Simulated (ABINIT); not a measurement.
# CdH2 (Fm-3m): zone-centre phonons, part 2 of 3

Aim: the zone-centre modes of CdH2 (Fm-3m).

ABINIT 10.8.3; DFT LDA, scalar-relativistic, plane waves, PseudoDojo norm-conserving pseudopotentials.

So far. Step 5 (Relaxation): The volume changes by +0.6 % in this run and stands -29.9 % from the first cell. Step 6 (Ground state): The cell stands at -0.61 GPa: the relaxation ran with a smoothed and higher cutoff and on another k mesh. The relaxed cell has a = 4.966 Å (conventional setting).

The structure was built from a prototype and need not be the compound's stable phase.

## (7) Linear response at Γ

At q = 0 one unit cell holds all displacements. The response is solved for single atoms along the cell's directions, and symmetry skips those that follow from others. The crystal is treated as a metal, which screens a static field, so no field response is asked.

Input file dfpt_gamma.abi:

```

# common to the responses
getwfk_filepath "gso_WFK"
kptopt 2
nqpt 1
qpt 0.0 0.0 0.0
asr 0
chneut 0

# displacements
rfphon 1
rfatpol 1 3
rfdir 1 1 1
tolvrs 1.0d-10
prtwf 0

# basis, mesh and filling
ecut 47.0
ngkpt 12 12 12
nshiftk 1
shiftk 0.0 0.0 0.0
istwfk *1
occopt 7
tsmear 0.01
nband 18
nstep 100
diemac 1000000.0
prtebands 0
prtgsr 0

# cell and atoms
acell 6.635181824 6.635181824 6.635181824
rprim 
    0.0 0.7071067812 0.7071067812
    0.7071067812 0.0 0.7071067812
    0.7071067812 0.7071067812 0.0
ntypat 2
znucl 48 1
natom 3
typat 1 2 2
xred 
    0.0 0.0 0.0
    0.25 0.25 0.25
    0.75 0.75 0.75
pp_dirpath "./pseudo"
pseudos "Cd.upf, H.upf"
```

Command:

```
$ OMP_NUM_THREADS=1 mpirun -n 4 abinit dfpt_gamma.abi > dfpt_gamma.log
```

Numbers of over 12 decimals in the logs are rounded to 6 here.

dfpt_gamma.abo, the main output file:

```text
[banners, grids, parts of the stress and lines that vanish by symmetry left out]
- input  file    -> dfpt_gamma.abi
- output file    -> dfpt_gamma.abo
- root for input  files -> dfpt_gammai
- root for output files -> dfpt_gammao

 Symmetries : space group Fm -3 m (#225); Bravais cF (face-center cubic)
================================================================================
 Values of the parameters that define the memory need of the present run (RF).
     intxc =       0      iscf =       7    lmnmax =       6     lnmax =       6
     mgfft =      45  mpssoang =       3    mqgrid =    3001     natom =       3
  nloc_mem =       1    nspden =       1   nspinor =       1    nsppol =       1
      nsym =      48    n1xccc =    2501    ntypat =       2    occopt =       7
   xclevel =       1
-    mband =          18        mffmem =           1         mkmem =         217
-   mkqmem =         217        mk1mem =         217           mpw =        3218
      nfft =       91125          nkpt =         868
- my_mband =          18
================================================================================
================================================================================

--------------------------------------------------------------------------------
------------- Echo of variables that govern the present computation ------------
--------------------------------------------------------------------------------
-
- outvars: echo of selected default values
-   iomode0 =  0 , fftalg0 =312 , wfoptalg0 =  0
-
- outvars: echo of global parameters not present in the input file
-  max_nthreads =    1
-
 -outvars: echo values of preprocessed input variables
 [... echo left out ...]
================================================================================

 chkinp: Checking input parameters for consistency.

[...]
== DATASET  1 ==================================================================
-   mpi_nproc: 4, omp_nthreads: 1 (-1 if OMP is not activated)

--- !DatasetInfo
iteration_state: {dtset: 1, }
dimensions: {natom: 3, nkpt: 868, mband: 18, nsppol: 1, nspinor: 1, nspden: 1, mpw: 3218, }
cutoff_energies: {ecut:  47.0, pawecutdg:  -1.0, }
electrons: {nelect:   2.20000000E+01, charge:   0.00000000E+00, occopt:   7.00000000E+00, tsmear:   1.00000000E-02, }
meta: {optdriver: 1, rfphon: 1, }
...

 mkfilename: getwfk from: gso_WFK

 Real(R)+Recip(G) space primitive vectors, cartesian coordinates (Bohr,Bohr^-1):
 R(1)=  0.0000000  4.6917821  4.6917821  G(1)= -0.1065693  0.1065693  0.1065693
 R(2)=  4.6917821  0.0000000  4.6917821  G(2)=  0.1065693 -0.1065693  0.1065693
 R(3)=  4.6917821  4.6917821  0.0000000  G(3)=  0.1065693  0.1065693 -0.1065693
 Unit cell volume ucvol=  2.0655870E+02 bohr^3
 Angles (23,13,12)=  6.00000000E+01  6.00000000E+01  6.00000000E+01 degrees
 setup1 : take into account q-point for computing boxcut.

 getcut: wavevector=  0.0000  0.0000  0.0000  ngfft=  45  45  45
         ecut(hartree)=     47.000   => boxcut(ratio)=   2.14875

--- Pseudopotential description ------------------------------------------------
- pspini: atom type   1  psp file is ./pseudo/Cd.upf

- pspini: atom type   2  psp file is ./pseudo/H.upf

   5.29746406E+02                                ecore*ucvol(ha*bohr**3)
--------------------------------------------------------------------------------

 ==>  initialize data related to q vector <==

 The list of irreducible perturbations for this q vector is:
    1)    idir= 1    ipert=   1
    2)    idir= 1    ipert=   2

[...]
The perturbation idir=   2  ipert=   1 is
 symmetric of a previously calculated perturbation.
 So, its SCF calculation is not needed.

 The perturbation idir=   3  ipert=   1 is
 symmetric of a previously calculated perturbation.
 So, its SCF calculation is not needed.

 The perturbation idir=   2  ipert=   2 is
 symmetric of a previously calculated perturbation.
 So, its SCF calculation is not needed.

 The perturbation idir=   3  ipert=   2 is
 symmetric of a previously calculated perturbation.
 So, its SCF calculation is not needed.

 The perturbation idir=   1  ipert=   3 is
 symmetric of a previously calculated perturbation.
 So, its SCF calculation is not needed.

 The perturbation idir=   2  ipert=   3 is
 symmetric of a previously calculated perturbation.
 So, its SCF calculation is not needed.

 The perturbation idir=   3  ipert=   3 is
 symmetric of a previously calculated perturbation.
 So, its SCF calculation is not needed.

--------------------------------------------------------------------------------
 Perturbation wavevector (in red.coord.)   0.000000  0.000000  0.000000
 Perturbation : displacement of atom   1   along direction   1
 Found     4 symmetries that leave the perturbation invariant.

[...]
dfpt_looppert : total number of electrons, from k and k+q
  fully or partially occupied states are    2.200000E+01 and    2.200000E+01.
 Initialisation of the first-order wave-functions :
  ireadwf=   0

--- !BeginCycle
iteration_state: {dtset: 1, }
solver: {iscf: 7, nstep: 100, nline: 4, wfoptalg: 0, }
tolerances: {tolvrs: 1.00E-10, }
...

     iter   2DEtotal(Ha)        deltaE(Ha) residm    vres2
-ETOT  1   5.734612     -1.824E+04 2.402E+02 9.672E+01
 ETOT  2 -0.109889     -5.845E+00 4.261E+00 3.744E+01
 ETOT  3 -0.133611     -2.372E-02 1.820E-01 9.113E-01
 ETOT  4 -0.133899     -2.887E-04 7.209E-01 1.636E-02
 ETOT  5 -0.133902     -2.454E-06 7.410E-03 5.618E-04
[...]
At SCF step   10       vres2   =  2.52E-12 < tolvrs=  1.00E-10 =>converged.
[...]
Mean square residual over all n,k,spin=   55.708E-08; max=  16.477E-04

 Thirteen components of 2nd-order total energy (hartree) are
 1,2,3: 0th-order hamiltonian combined with 1st-order wavefunctions
     kin0=   1.47782515E+04 eigvalue=   8.66618373E+02  local=  -9.54093764E+03
 4,5,6: 1st-order hamiltonian combined with 1st and 0th-order wfs
 loc psp =  -1.37859981E+04  Hartree=   3.94373844E+03     xc=  -5.51010376E+02
 note that "loc psp" includes a xc core correction that could be resolved
 7,8,9: eventually, occupation + non-local contributions
    edocc=   2.08378403E+02     enl0=   8.54509243E+03   enl1=  -2.27142642E+04
 1-9 gives the relaxation energy (to be shifted if some occ is /=2.0)
   erelax=  -1.82501312E+04
 10,11,12 Non-relaxation  contributions : frozen-wavefunctions and Ewald
 fr.local=   6.96225597E+03 fr.nonlo=   1.13703967E+04  Ewald=   3.57117202E+01
 13,14 Frozen wf xc core corrections (1) and (2)
 frxc 1  =  -8.78000033E+02  frxc 2 =   7.59632861E+02
 Resulting in :
 2DEtotal=   -0.1339019728E+00 Ha. Also 2DEtotal=   -0.364365830106E+01 eV
    (2DErelax=   -1.8250131157E+04 Ha. 2DEnonrelax=    1.8249997255E+04 Ha)
    (  non-var. 2DEtotal :   -1.3390114778E-01 Ha)

[...]
Perturbation wavevector (in red.coord.)   0.000000  0.000000  0.000000
 Perturbation : displacement of atom   2   along direction   1
 Found     2 symmetries that leave the perturbation invariant.

--------------------------------------------------------------------------------

--------------------------------------------------------------------------------

 dfpt_looppert : total number of electrons, from k and k+q
  fully or partially occupied states are    2.200000E+01 and    2.200000E+01.
 Initialisation of the first-order wave-functions :
  ireadwf=   0

--- !BeginCycle
iteration_state: {dtset: 1, }
solver: {iscf: 7, nstep: 100, nline: 4, wfoptalg: 0, }
tolerances: {tolvrs: 1.00E-10, }
...

     iter   2DEtotal(Ha)        deltaE(Ha) residm    vres2
-ETOT  1  0.460481     -4.058E+01 5.116E+00 1.002E+03
[...]
ETOT  9  0.314158     -6.782E-11 1.579E-04 5.944E-10
 ETOT 10  0.314158     -1.521E-12 4.875E-05 3.659E-12

 At SCF step   10       vres2   =  3.66E-12 < tolvrs=  1.00E-10 =>converged.
[...]
Mean square residual over all n,k,spin=   11.910E-09; max=  48.755E-06

 Thirteen components of 2nd-order total energy (hartree) are
 1,2,3: 0th-order hamiltonian combined with 1st-order wavefunctions
     kin0=   3.89946703E+01 eigvalue=  -1.20296940E+00  local=  -6.83582822E+00
 4,5,6: 1st-order hamiltonian combined with 1st and 0th-order wfs
 loc psp =  -5.87792308E+01  Hartree=   8.84472352E+00     xc=  -5.39405688E+00
 note that "loc psp" includes a xc core correction that could be resolved
 7,8,9: eventually, occupation + non-local contributions
    edocc=   6.68019947E+00     enl0=  -3.65330136E-01   enl1=  -2.26635866E+01
 1-9 gives the relaxation energy (to be shifted if some occ is /=2.0)
   erelax=  -4.07214087E+01
 10,11,12 Non-relaxation  contributions : frozen-wavefunctions and Ewald
 fr.local=   1.12277557E+01 fr.nonlo=   1.10591577E+01  Ewald=   1.87486531E+01
 13,14 Frozen wf xc core corrections (1) and (2)
 frxc 1  =   0.00000000E+00  frxc 2 =   0.00000000E+00
 Resulting in :
 2DEtotal=    0.3141578735E+00 Ha. Also 2DEtotal=    0.854867123909E+01 eV
    (2DErelax=   -4.0721408656E+01 Ha. 2DEnonrelax=    4.1035566530E+01 Ha)
    (  non-var. 2DEtotal :    3.1415786186E-01 Ha)

[...]
---- first-order wavefunction calculations are completed ----

 ==> Compute Derivative Database <==

 [... matrices left out ...]
  Phonon wavevector (reduced coordinates) :  0.00000  0.00000  0.00000
 Phonon energies in Hartree :
  -9.358445E-04 -9.358445E-04 -9.358445E-04  2.521830E-05  2.521830E-05
   2.521830E-05  2.937261E-03  2.937261E-03  2.937261E-03
 Phonon frequencies in cm-1    :
- -2.053941E+02 -2.053941E+02 -2.053941E+02  5.534778E+00  5.534778E+00
-  5.534778E+00  6.446542E+02  6.446542E+02  6.446542E+02

== END DATASET(S) ==============================================================
================================================================================

 -outvars: echo values of variables after computation
            acell      6.6351818240E+00  6.6351818240E+00  6.6351818240E+00 Bohr
           etotal      3.1415787354E-01
            fcart      0.0000000000E+00  0.0000000000E+00  0.0000000000E+00
           strten      0.0000000000E+00  0.0000000000E+00  0.0000000000E+00
================================================================================
```

Elapsed: 8 min, on 4 MPI ranks of Arm Neoverse V1, shared host.

Read from the output:

```yaml
largest_acoustic_frequency_at_the_zone_centre_before_the_sum_rule: 5.53 cm⁻¹
highest_optical_zone_centre_mode_no_lo_to_term: 644.6 cm⁻¹
lowest_optical_zone_centre_mode: -205.4 cm⁻¹
```

The acoustic modes at Γ come out as far as 5.5 cm⁻¹ from zero, where they should vanish, a small numerical error. The lowest optical mode is imaginary, 205i cm⁻¹, an instability at this level and on this k mesh.

## (8) Zone-centre analysis

anaddb reads the merged derivatives and imposes the acoustic sum rule.

Input file anaddb.abi:

```
ddb_filepath "gamma_DDB"
output_file "anaddb.abo"
outdata_prefix "anaddb"
asr 1
chneut 1
enunit 2
eivec 1
nph1l 1
qph1l 0.0 0.0 0.0 1.0
```

Input file mrgddb.in:

```
gamma_DDB
merged
2
dfpt_gammao_DDB
gso_DDB
```

Command:

```
$ mrgddb < mrgddb.in > mrgddb.log
$ OMP_NUM_THREADS=1 anaddb anaddb.abi > anaddb.log
```

anaddb.abo, the main output file:

```text
-outvars_anaddb: echo values of input variables ----------------------

 Miscellaneous information :
      enunit         2
       eivec         1
         asr         1
 First list of wavevector (reduced coord.) :
       nph1l         1
       qph1l
                     0.00000000E+00  0.00000000E+00  0.00000000E+00    1.000E+00

================================================================================

 read the DDB information and perform some checks

  ==== Info on the Cryst% object ====
 Real(R)+Recip(G) space primitive vectors, cartesian coordinates (Bohr,Bohr^-1):
 R(1)=  0.0000000  4.6917821  4.6917821  G(1)= -0.1065693  0.1065693  0.1065693
 R(2)=  4.6917821  0.0000000  4.6917821  G(2)=  0.1065693 -0.1065693  0.1065693
 R(3)=  4.6917821  4.6917821  0.0000000  G(3)=  0.1065693  0.1065693 -0.1065693
 Unit cell volume ucvol=  2.0655870E+02 bohr^3
 Angles (23,13,12)=  6.00000000E+01  6.00000000E+01  6.00000000E+01 degrees
 Time-reversal symmetry is present
 Reduced atomic positions [iatom, xred, symbol]:
    1)    0.0000000  0.0000000  0.0000000  Cd
    2)    0.2500000  0.2500000  0.2500000   H
    3)    0.7500000  0.7500000  0.7500000   H

 DDB file with 3 blocks has been read.

================================================================================

 Treat the first list of vectors

  Phonon wavevector (reduced coordinates) :  0.00000  0.00000  0.00000
 Phonon energies in Hartree :
  -9.366711E-04 -9.366711E-04 -9.366711E-04  2.198909E-08  2.205135E-08
   2.223711E-08  2.936994E-03  2.936994E-03  2.936994E-03
 Phonon energies in meV     :
- -2.548812E+01 -2.548812E+01 -2.548812E+01  5.983536E-04  6.000479E-04
-  6.051027E-04  7.991968E+01  7.991968E+01  7.991968E+01
 Phonon frequencies in cm-1    :
- -2.055755E+02 -2.055755E+02 -2.055755E+02  4.826047E-03  4.839713E-03
-  4.880482E-03  6.445957E+02  6.445957E+02  6.445957E+02
 Phonon frequencies in Thz     :
- -6.163000E+00 -6.163000E+00 -6.163000E+00  1.446813E-04  1.450909E-04
-  1.463132E-04  1.932449E+01  1.932449E+01  1.932449E+01
 Phonon energies in Kelvin  :
- -2.957773E+02 -2.957773E+02 -2.957773E+02  6.943605E-03  6.963267E-03
-  7.021925E-03  9.274294E+02  9.274294E+02  9.274294E+02

 Eigendisplacements
 (will be given, for each mode : in cartesian coordinates
   for each atom the real part of the displacement vector,
   then the imaginary part of the displacement vector - absolute values smaller than 1.0d-7 are set to zero)
  Mode number    1   Energy   -9.366711E-04
 Attention : low frequency mode.
   (Could be unstable or acoustic mode)
-  1  0.00000000E+00  1.84527693E-07  2.93264478E-04
-     0.00000000E+00  0.00000000E+00  0.00000000E+00
-  2 -2.17242804E-07 -1.02879451E-05 -1.63503308E-02
-     0.00000000E+00  0.00000000E+00  0.00000000E+00
-  3 -2.17242804E-07 -1.02879451E-05 -1.63503308E-02
-     0.00000000E+00  0.00000000E+00  0.00000000E+00
  Mode number    2   Energy   -9.366711E-04
 Attention : low frequency mode.
   (Could be unstable or acoustic mode)
-  1  0.00000000E+00  2.93264478E-04 -1.84527751E-07
-     0.00000000E+00  0.00000000E+00  0.00000000E+00
-  2 -2.45135527E-07 -1.63503308E-02  1.02879483E-05
-     0.00000000E+00  0.00000000E+00  0.00000000E+00
-  3 -2.45135527E-07 -1.63503308E-02  1.02879483E-05
-     0.00000000E+00  0.00000000E+00  0.00000000E+00
  Mode number    3   Energy   -9.366711E-04
 Attention : low frequency mode.
   (Could be unstable or acoustic mode)
-  1  2.93264536E-04  0.00000000E+00  0.00000000E+00
-     0.00000000E+00  0.00000000E+00  0.00000000E+00
-  2 -1.63503341E-02  2.45272172E-07  2.17088517E-07
-     0.00000000E+00  0.00000000E+00  0.00000000E+00
-  3 -1.63503341E-02  2.45272172E-07  2.17088517E-07
-     0.00000000E+00  0.00000000E+00  0.00000000E+00
  Mode number    4   Energy    2.198909E-08
 Attention : low frequency mode.
   (Could be unstable or acoustic mode)
-  1  0.00000000E+00  0.00000000E+00 -2.18954847E-03
-     0.00000000E+00  0.00000000E+00  0.00000000E+00
-  2  0.00000000E+00  0.00000000E+00 -2.18993697E-03
-     0.00000000E+00  0.00000000E+00  0.00000000E+00
-  3  0.00000000E+00  0.00000000E+00 -2.18993697E-03
-     0.00000000E+00  0.00000000E+00  0.00000000E+00
  Mode number    5   Energy    2.205135E-08
 Attention : low frequency mode.
   (Could be unstable or acoustic mode)
-  1  4.91484743E-07 -2.18954841E-03  0.00000000E+00
-     0.00000000E+00  0.00000000E+00  0.00000000E+00
-  2  4.91571949E-07 -2.18993691E-03  0.00000000E+00
-     0.00000000E+00  0.00000000E+00  0.00000000E+00
-  3  4.91571949E-07 -2.18993691E-03  0.00000000E+00
-     0.00000000E+00  0.00000000E+00  0.00000000E+00
  Mode number    6   Energy    2.223711E-08
 Attention : low frequency mode.
   (Could be unstable or acoustic mode)
-  1  2.18954841E-03  4.91484785E-07  0.00000000E+00
-     0.00000000E+00  0.00000000E+00  0.00000000E+00
-  2  2.18993691E-03  4.91571990E-07  0.00000000E+00
-     0.00000000E+00  0.00000000E+00  0.00000000E+00
-  3  2.18993691E-03  4.91571990E-07  0.00000000E+00
-     0.00000000E+00  0.00000000E+00  0.00000000E+00
  Mode number    7   Energy    2.936994E-03
-  1  0.00000000E+00  0.00000000E+00  0.00000000E+00
-     0.00000000E+00  0.00000000E+00  0.00000000E+00
-  2  1.20606679E-06  5.40928965E-06 -1.64963395E-02
-     0.00000000E+00  0.00000000E+00  0.00000000E+00
-  3 -1.20606679E-06 -5.40928965E-06  1.64963395E-02
-     0.00000000E+00  0.00000000E+00  0.00000000E+00
  Mode number    8   Energy    2.936994E-03
-  1  0.00000000E+00  0.00000000E+00  0.00000000E+00
-     0.00000000E+00  0.00000000E+00  0.00000000E+00
-  2  9.37056824E-07 -1.64963395E-02 -5.40922115E-06
-     0.00000000E+00  0.00000000E+00  0.00000000E+00
-  3 -9.37056824E-07  1.64963395E-02  5.40922115E-06
-     0.00000000E+00  0.00000000E+00  0.00000000E+00
  Mode number    9   Energy    2.936994E-03
-  1  0.00000000E+00  0.00000000E+00  0.00000000E+00
-     0.00000000E+00  0.00000000E+00  0.00000000E+00
-  2  1.64963404E-02  9.36661296E-07  1.20637399E-06
-     0.00000000E+00  0.00000000E+00  0.00000000E+00
-  3 -1.64963404E-02 -9.36661296E-07 -1.20637399E-06
-     0.00000000E+00  0.00000000E+00  0.00000000E+00

 Analysis of degeneracies and characters (maximum tolerance=1.00E-06 a.u.)
 For each vibration mode, or group of modes if degenerate,
 the characters are given for each symmetry operation (see the list in the log file).
 Symmetry characters of vibration mode #   1
       degenerate with vibration modes #   2 to    3
  3.0 -3.0 -1.0  1.0 -1.0  1.0 -1.0  1.0  1.0 -1.0 -1.0  1.0  1.0 -1.0 -1.0  1.0
  0.0 -0.0  0.0 -0.0 -0.0  0.0 -0.0  0.0  1.0 -1.0 -1.0  1.0 -1.0  1.0  1.0 -1.0
  0.0 -0.0 -0.0  0.0 -0.0  0.0  0.0 -0.0  1.0 -1.0  1.0 -1.0 -1.0  1.0 -1.0  1.0
 Symmetry characters of vibration mode #   4
       degenerate with vibration modes #   5 to    6
  3.0 -3.0 -1.0  1.0 -1.0  1.0 -1.0  1.0  1.0 -1.0 -1.0  1.0  1.0 -1.0 -1.0  1.0
  0.0 -0.0 -0.0  0.0  0.0 -0.0 -0.0  0.0  1.0 -1.0 -1.0  1.0 -1.0  1.0  1.0 -1.0
  0.0 -0.0  0.0 -0.0 -0.0  0.0 -0.0  0.0  1.0 -1.0  1.0 -1.0 -1.0  1.0 -1.0  1.0
 Symmetry characters of vibration mode #   7
       degenerate with vibration modes #   8 to    9
  3.0  3.0 -1.0 -1.0 -1.0 -1.0 -1.0 -1.0  1.0  1.0 -1.0 -1.0  1.0  1.0 -1.0 -1.0
 -0.0 -0.0 -0.0 -0.0  0.0  0.0  0.0  0.0  1.0  1.0 -1.0 -1.0 -1.0 -1.0  1.0  1.0
 -0.0 -0.0  0.0  0.0  0.0  0.0 -0.0 -0.0  1.0  1.0  1.0  1.0 -1.0 -1.0 -1.0 -1.0
-
```

The job ended after 0.51 s (1 thread).

Read from the output:

```yaml
lowest_optical_zone_centre_mode: -205.6 cm⁻¹
```

No LO-TO term; unit eigenvectors of the mass-weighted matrix, from anaddb's displacements. Modes at Γ, with each element's share of the kinetic energy (negative means imaginary):

```tsv
mode	frequency (cm⁻¹)	symmetry	Cd %	H %
1	-205.6	T1u	2	98
2	-205.6	T1u	2	98
3	-205.6	T1u	2	98
4	0.0	acoustic	98	2
5	0.0	acoustic	98	2
6	0.0	acoustic	98	2
7	644.6	T2g	0	100
8	644.6	T2g	0	100
9	644.6	T2g	0	100
```

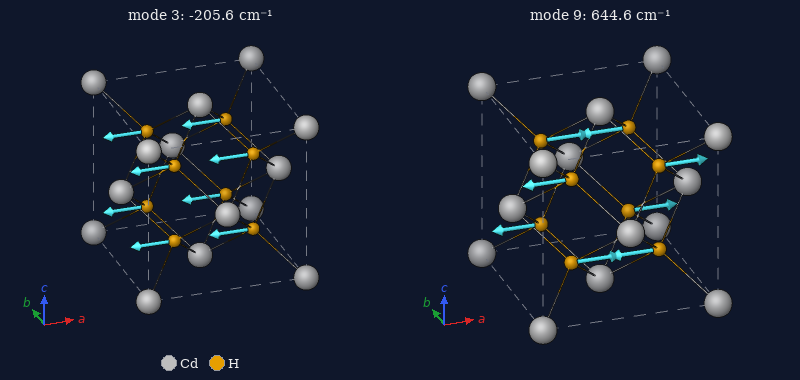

Displacement patterns of modes 3 and 9 at Γ; arrows are exaggerated. Some periodic images of atoms are drawn too.

The rule moves no optical mode by more than 0.2 cm⁻¹.

[end of part 2 of 3]

[Host names and launcher messages were left out of these logs when they were recorded.]

[Logs are printed without paths, hosts, clocks, repeated set-up lines and the standing remarks that a program may print on its own settings, such as how far it seeks lower states.]

[Hosts, paths, dates, database ids (printed as entryN), source tags and the programs' standing remarks are cut or masked in the printed files.]
